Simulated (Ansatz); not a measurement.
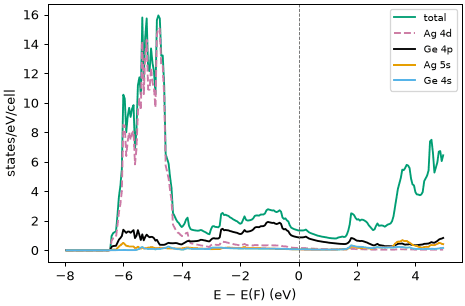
Total and projected density of states of CaAg₂Ge₂ in space group I4/mmm (No. 139; Ag on 4d, Ge on 4e, Ca on 2a), r²SCAN (plane waves, PAW; program Ansatz)

Which orbitals carry the states next to the Fermi level?

Within 0.5 eV of the Fermi level: Ge 4p 66 %, Ag 4d 11 %, outside the projected shells 13 %. Projections are on Löwdin-orthogonalised atomic valence shells; empty p or d shells of many metals are not among them.

Where is the tallest occupied peak in this window, and what makes it?

Near -4.8 eV, about 16 states/eV per cell; the largest projected share is Ag 4d.

The workflow started from an entry of the Crystallography Open Database (COD). Its standing as an ambient phase is unchecked. Symmetry was held in the r²SCAN relaxation; whether a distortion lowers the energy is not shown. No spin polarisation was allowed. Scalar-relativistic: spin–orbit coupling is off unless named, which matters more the heavier the elements.

Potentials: the later of the program's two PAW sets.
